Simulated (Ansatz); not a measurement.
# SiAsH4 (doublet): from Hartree-Fock to the top rungs at a displaced geometry (v1), cc-pVDZ

Aim: climb from Hartree-Fock through coupled cluster for SiAsH4 (doublet) at one geometry and basis, and see what each rung misses.

The runs use Ansatz 0.2.0, Gaussian basis; cc-pVDZ, core rule «outside noble gas», up to 19 orbitals frozen.

To be run: UHF; CCSD(T) on ROHF; CCSD(T) on UHF; BCCD(T) on ROHF; CISD; CCSDT(Q) on ROHF; CCSDT(Q) on UHF.

23 further runs of the same task are left out: 1 for a known fault of the program, 8 that didn't finish, 14 set aside as unsound or not needed.

### 1 The system

The geometry is a PBE0/def2-TZVP stationary point (not a proven minimum) with its atoms shifted at random (size 0.040 Å). No spin-orbit coupling is included. The filled d shell of As may be among the frozen orbitals whatever the setting's name suggests; the logs give the count.

6 atoms, charge 0, spin multiplicity 2.

Atoms are counted from 1 here; the program's logs count them from 0.

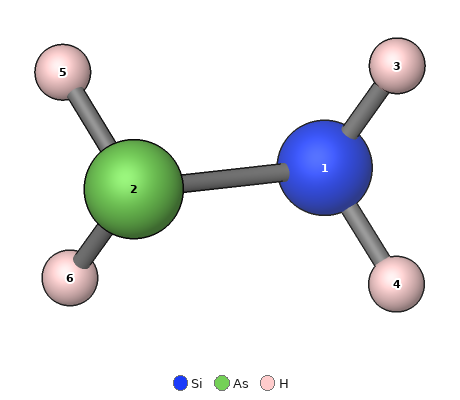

The structure; silicon blue, arsenic green, hydrogen pink; atoms are numbered from 1 in the order of the file.

In the tables R marks a restricted open-shell determinant and U an unrestricted one; energies count from the table's Hartree-Fock row.

### 2 UHF

in.yaml reads:

```yaml
crystal:
  periodic: [false, false, false]
  atoms:
    - {symbol: Si, position_ang: [-0.122719, 0.011265, 1.691568]}
    - {symbol: As, position_ang: [0.058855, -0.004877, -0.668966]}
    - {symbol: H, position_ang: [0.610817, -1.155536, 2.178374]}
    - {symbol: H, position_ang: [0.508039, 1.201590, 2.208175]}
    - {symbol: H, position_ang: [-1.068913, -1.096207, -0.916429]}
    - {symbol: H, position_ang: [-1.005203, 1.098782, -0.879246]}
basis:
  gaussian: {orbitals: cc-pVDZ}
magnetization: {spin_polarized: true, initial_magnetization: 1}
hamiltonian: {xc: hf}
output: {orbitals: {seedname: orbitals}}
```

The run is started by

```bash
$ ansatz run in.yaml --threads 1 --pin off --events-out ev --progress --plain --max-ram 2393MiB
```

Output:

```text
Functional definition: HF
  name "HF"
  cite "Fock, Z. Phys. 61, 126 (1930) doi:10.1007/BF01340294"
  parent pbe
  exchange = exact_x
  correlation = 0
684 factors; integrals over basis functions are off by at most 1.1e-3 eV
mean field evaluation 1: about -68718.1912 eV, gradient 8.2e0 eV
mean field evaluation 2: about -68718.2128 eV, gradient 8.2e0 eV
mean field evaluation 4: about -68719.2330 eV, gradient 8.7e-1 eV
mean field evaluation 8: about -68719.2571 eV, gradient 3.5e-3 eV
mean field -68719.25707881 eV, -2525.3861180609 hartree, gradient 1.1e-5 eV, S^2 0.757059; 0 other end points of the search recorded, 0 dependent functions left out
reference -68719.25707881 eV, -2525.3861180609 hartree; 26, 25 occupied and 39, 40 virtual orbitals, 684 factors
Total energy: -68719.25707881 eV, -2525.3861180609 hartree
```

Wall time 1.1 s (1 thread of Arm Neoverse V2, shared host).

From the report: ⟨S²⟩ of the determinant 0.757 (pure doublet: 0.75).

### 3 CCSD(T) on ROHF

in.yaml: that of step 2 with these lines changed.

```diff
@@ -11,4 +11,3 @@
   gaussian: {orbitals: cc-pVDZ}
-magnetization: {spin_polarized: true, initial_magnetization: 1}
-hamiltonian: {xc: hf}
-output: {orbitals: {seedname: orbitals}}
+magnetization: {spin_polarized: false, initial_magnetization: 1}
+correlation: {method: ccsd_t, electrons: outside_noble_gas}
```

Launched as before.

Output (excerpt; [...] marks lines left out):

```text
Functional definition: HF
  name "HF"
  cite "Fock, Z. Phys. 61, 126 (1930) doi:10.1007/BF01340294"
  parent pbe
[...]
684 factors; integrals over basis functions are off by at most 1.1e-3 eV
[...]
mean field -68719.20683802 eV, -2525.3842717460 hartree, gradient 2.6e-6 eV, S^2 0.750000; 0 other end points of the search recorded, 0 dependent functions left out
[...]
19 core orbitals not correlated: weight in the atoms' cores, before any rotation towards them, 1.000 or more for the frozen orbitals, at most 0.000 for the correlated occupied ones
reference -68719.20683802 eV, -2525.3842717460 hartree; 7, 6 occupied and 39, 40 virtual orbitals, 684 factors
second order -5.48172504 eV of doubles, -0.03109045 eV of singles
cycle   1  -6.35147871 eV  change   -8.4e-1 eV  update   7.6e-2
[...]
cycle  11  -6.68976533 eV  change    7.1e-8 eV  update   8.5e-6
perturbative correction -0.18680883 eV, -0.0068650980 hartree
Total energy: -68726.08341219 eV, -2525.6369811855 hartree
```

Run time: 3.2 s. Hardware: 1 thread of Arm Neoverse V2, shared host.

From the report: correlation -6.8766 eV; T1 0.020; largest double amplitude 0.04.

### 4 CCSD(T) on UHF

in.yaml: that of step 3 with these lines changed.

```diff
@@ -11,3 +11,3 @@
   gaussian: {orbitals: cc-pVDZ}
-magnetization: {spin_polarized: false, initial_magnetization: 1}
+magnetization: {spin_polarized: true, initial_magnetization: 1}
 correlation: {method: ccsd_t, electrons: outside_noble_gas}
```

Launched as before.

Output (excerpt; [...] marks lines left out):

```text
Functional definition: HF
  name "HF"
  cite "Fock, Z. Phys. 61, 126 (1930) doi:10.1007/BF01340294"
  parent pbe
[...]
684 factors; integrals over basis functions are off by at most 1.1e-3 eV
[...]
mean field -68719.25707881 eV, -2525.3861180609 hartree, gradient 5.3e-6 eV, S^2 0.757059; 0 other end points of the search recorded, 0 dependent functions left out
19 core orbitals not correlated: weight in the atoms' cores, before any rotation towards them, 1.000 or more for the frozen orbitals, at most 0.000 for the correlated occupied ones
reference -68719.25707881 eV, -2525.3861180609 hartree; 7, 6 occupied and 39, 40 virtual orbitals, 684 factors
second order -5.46780350 eV of doubles, -0.00000000 eV of singles
cycle   1  -6.30497588 eV  change   -8.4e-1 eV  update   7.5e-2
[...]
cycle  11  -6.64088265 eV  change   -2.6e-7 eV  update   8.5e-6
perturbative correction -0.18571062 eV, -0.0068247393 hartree
Total energy: -68726.08367208 eV, -2525.6369907362 hartree
```

It took 2.7 s on 1 thread of Arm Neoverse V2, shared host.

From the report: ⟨S²⟩ of the determinant 0.757 (pure doublet: 0.75); correlation -6.8266 eV; T1 0.016; largest double amplitude 0.04.

### 5 BCCD(T) on ROHF

in.yaml: that of step 4 with these lines changed.

```diff
@@ -11,3 +11,3 @@
   gaussian: {orbitals: cc-pVDZ}
-magnetization: {spin_polarized: true, initial_magnetization: 1}
-correlation: {method: ccsd_t, electrons: outside_noble_gas}
+magnetization: {spin_polarized: false, initial_magnetization: 1}
+correlation: {method: bccd_t, electrons: outside_noble_gas}
```

Same command.

Output (excerpt; [...] marks lines left out):

```text
Functional definition: HF
  name "HF"
  cite "Fock, Z. Phys. 61, 126 (1930) doi:10.1007/BF01340294"
  parent pbe
[...]
684 factors; integrals over basis functions are off by at most 1.1e-3 eV
[...]
mean field -68719.20683802 eV, -2525.3842717460 hartree, gradient 2.6e-6 eV, S^2 0.750000; 0 other end points of the search recorded, 0 dependent functions left out
[...]
19 core orbitals not correlated: weight in the atoms' cores, before any rotation towards them, 1.000 or more for the frozen orbitals, at most 0.000 for the correlated occupied ones
reference -68719.20683802 eV, -2525.3842717460 hartree; 7, 6 occupied and 39, 40 virtual orbitals, 684 factors
second order -5.48172504 eV of doubles, -0.03109045 eV of singles
cycle   1  -6.37176285 eV  change   -8.6e-1 eV  update   7.6e-2
[...]
cycle  11  -6.68295228 eV  change    8.4e-7 eV  update   1.0e-5
perturbative correction -0.19465674 eV, -0.0071535031 hartree
Total energy: -68726.08444704 eV, -2525.6370192157 hartree
```

Wall time 3.9 s (1 thread of Arm Neoverse V2, shared host).

From the report: correlation -6.8776 eV; largest double amplitude 0.04.

### 6 CISD

in.yaml: that of step 5 with these lines changed.

```diff
@@ -12,2 +12,2 @@
 magnetization: {spin_polarized: false, initial_magnetization: 1}
-correlation: {method: bccd_t, electrons: outside_noble_gas}
+correlation: {active_space: {ras: {orbitals: [6, 1, 39], electrons: 13, max_holes: 2, max_particles: 2}, fixed_orbitals: true}}
```

Launched as before.

Output:

```text
Functional definition: HF
  name "HF"
  cite "Fock, Z. Phys. 61, 126 (1930) doi:10.1007/BF01340294"
  parent pbe
  exchange = exact_x
  correlation = 0
684 factors; integrals over basis functions are off by at most 1.1e-3 eV
mean field evaluation 1: about -68718.1986 eV, gradient 1.1e1 eV
mean field evaluation 2: about -68718.2202 eV, gradient 1.1e1 eV
mean field evaluation 4: about -68719.1949 eV, gradient 9.4e-1 eV
mean field evaluation 8: about -68719.2068 eV, gradient 1.2e-4 eV
mean field -68719.20683802 eV, -2525.3842717460 hartree, gradient 2.6e-6 eV, S^2 0.750000; 0 other end points of the search recorded, 0 dependent functions left out
reference -68719.20683802 eV, -2525.3842717460 hartree; 26, 25 occupied and 39, 40 virtual orbitals, 684 factors
state -68725.26708180 eV, -2525.6069815968 hartree
Total energy: -68725.26708180 eV, -2525.6069815968 hartree
```

It took 6 s on 1 thread of Arm Neoverse V2, shared host.

From the report: 142,786 determinants.

### 7 CCSDT(Q) on ROHF

in.yaml: that of step 6 with these lines changed.

```diff
@@ -12,2 +12,2 @@
 magnetization: {spin_polarized: false, initial_magnetization: 1}
-correlation: {active_space: {ras: {orbitals: [6, 1, 39], electrons: 13, max_holes: 2, max_particles: 2}, fixed_orbitals: true}}
+correlation: {method: ccsdt_q, electrons: outside_noble_gas}
```

The command is unchanged.

Output (excerpt; [...] marks lines left out):

```text
Functional definition: HF
  name "HF"
  cite "Fock, Z. Phys. 61, 126 (1930) doi:10.1007/BF01340294"
  parent pbe
[...]
1300 factors; integrals over basis functions are off by at most 1.7e-7 eV
[...]
mean field -68719.20694573 eV, -2525.3842757043 hartree, gradient 3.7e-6 eV, S^2 0.750000; 0 other end points of the search recorded, 0 dependent functions left out
[...]
19 core orbitals not correlated: weight in the atoms' cores, before any rotation towards them, 1.000 or more for the frozen orbitals, at most 0.000 for the correlated occupied ones
reference -68719.20694573 eV, -2525.3842757043 hartree; 7, 6 occupied and 39, 40 virtual orbitals, 1300 factors
second order -5.48177020 eV of doubles, -0.03109053 eV of singles
cycle   1  -6.35147201 eV  change   -8.4e-1 eV  update   8.5e-2
[...]
cycle  16  -6.90881474 eV  change    1.4e-6 eV  update   7.6e-7
perturbative correction -0.00934047 eV, -0.0003432559 hartree
Total energy: -68726.12510094 eV, -2525.6385132189 hartree
```

Wall time 2.5 min (1 thread of Arm Neoverse V2, shared host); peak memory 1.1 GiB.

From the report: correlation -6.9182 eV; T1 0.021; largest double amplitude 0.04.

### 8 CCSDT(Q) on UHF

in.yaml: that of step 7 with these lines changed.

```diff
@@ -11,3 +11,3 @@
   gaussian: {orbitals: cc-pVDZ}
-magnetization: {spin_polarized: false, initial_magnetization: 1}
+magnetization: {spin_polarized: true, initial_magnetization: 1}
 correlation: {method: ccsdt_q, electrons: outside_noble_gas}
```

Launched as before.

Output (excerpt; [...] marks lines left out):

```text
Functional definition: HF
  name "HF"
  cite "Fock, Z. Phys. 61, 126 (1930) doi:10.1007/BF01340294"
  parent pbe
[...]
1300 factors; integrals over basis functions are off by at most 1.7e-7 eV
[...]
mean field -68719.25718679 eV, -2525.3861220289 hartree, gradient 2.4e-6 eV, S^2 0.757059; 0 other end points of the search recorded, 0 dependent functions left out
19 core orbitals not correlated: weight in the atoms' cores, before any rotation towards them, 1.000 or more for the frozen orbitals, at most 0.000 for the correlated occupied ones
reference -68719.25718679 eV, -2525.3861220289 hartree; 7, 6 occupied and 39, 40 virtual orbitals, 1300 factors
second order -5.46784829 eV of doubles, -0.00000000 eV of singles
cycle   1  -6.30496890 eV  change   -8.4e-1 eV  update   8.4e-2
[...]
cycle  16  -6.85890492 eV  change    1.2e-6 eV  update   6.9e-7
perturbative correction -0.00968064 eV, -0.0003557571 hartree
Total energy: -68726.12577235 eV, -2525.6385378925 hartree
```

Wall time 2.1 min (1 thread of Arm Neoverse V2, shared host); peak memory 0.91 GiB.

From the report: ⟨S²⟩ of the determinant 0.757 (pure doublet: 0.75); correlation -6.8686 eV; T1 0.017; largest double amplitude 0.04.

### 9 All levels against the top one

The yardstick is UCCSDT(Q), where the cluster series has nearly closed. Rows without a time come out of other runs: HF, MP2 and CCSD of CCSD(T), CCSDT of CCSDT(Q).

Differences are taken before rounding.

| method | energy from the lowest RHF (kJ/mol) | from UCCSDT(Q) (kJ/mol) | time |
| --- | --- | --- | --- |
| RHF | 0.0 | +667.6 |  |
| UHF | -4.8 | +662.7 |  |
| RMP2 | -531.9 | +135.7 |  |
| UMP2 | -532.4 | +135.2 |  |
| CISD | -584.7 | +82.9 | 6 s |
| RCCSD | -645.5 | +22.1 |  |
| UCCSD | -645.6 | +22.0 |  |
| RCCSD(T) | -663.5 | +4.1 | 3.2 s |
| UCCSD(T) | -663.5 | +4.1 | 2.7 s |
| BCCD(T) | -663.6 | +4.0 | 3.9 s |
| RCCSDT | -666.6 | +1.0 |  |
| UCCSDT | -666.6 | +0.9 |  |
| RCCSDT(Q) | -667.5 | +0.1 | 2.5 min |
| UCCSDT(Q) | -667.6 | 0 | 2.1 min |

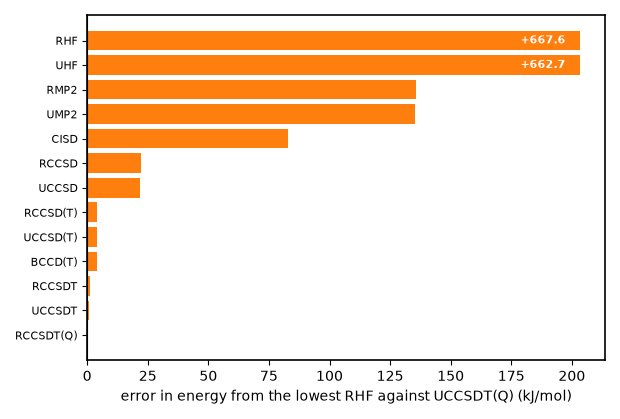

Deviations from UCCSDT(Q), method by method. Bars with a number in them are cut short.

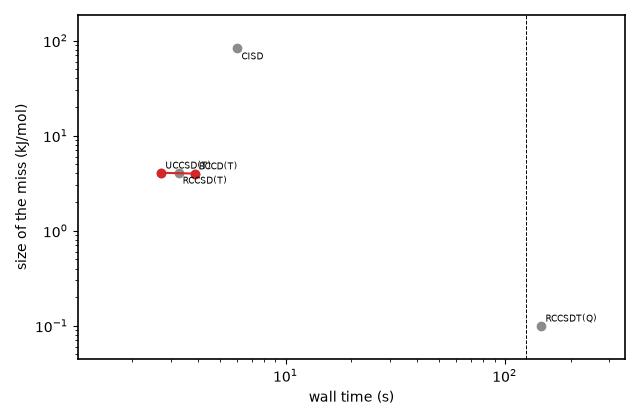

Miss against cost. Red marks the levels that no quicker level drawn beats (of those quicker than the yardstick), and the dashed line is the time of UCCSDT(Q). Misses under 0.1 kJ/mol are drawn at that value. Times are from a shared host.

### 10 Summary of results

| quantity | value |
| --- | --- |
| UCCSDT(Q) below the RHF energy | -6.9189 eV |
| RMP2 from UCCSDT(Q) | +135.7 kJ/mol |
| UMP2 from UCCSDT(Q) | +135.2 kJ/mol |
| RCCSD from UCCSDT(Q) | +22.1 kJ/mol |
| RCCSD(T) from UCCSDT(Q) | +4.1 kJ/mol |
| UCCSD(T) from UCCSDT(Q) | +4.1 kJ/mol |
| RCCSDT(Q) from UCCSDT(Q) | +0.1 kJ/mol |
| levels within 1 kcal/mol (43 meV) | RCCSD(T), UCCSD(T), BCCD(T), RCCSDT, UCCSDT, RCCSDT(Q) |
| T1 diagnostic | 0.020 |

**Reading.** RCCSD(T) lands +4.1 kJ/mol from the yardstick (0.6 % of the correlation energy). These misses are within one basis, not against nature; the frozen cores of restricted and unrestricted runs differ, which can shift their rows.

For cost: BCCD(T) gets within 4.0 kJ/mol in 3.9 s, where UCCSDT(Q) took 2.1 min; the quickest level in the cost chart, UCCSD(T), takes 2.7 s and misses by 4.1 kJ/mol.
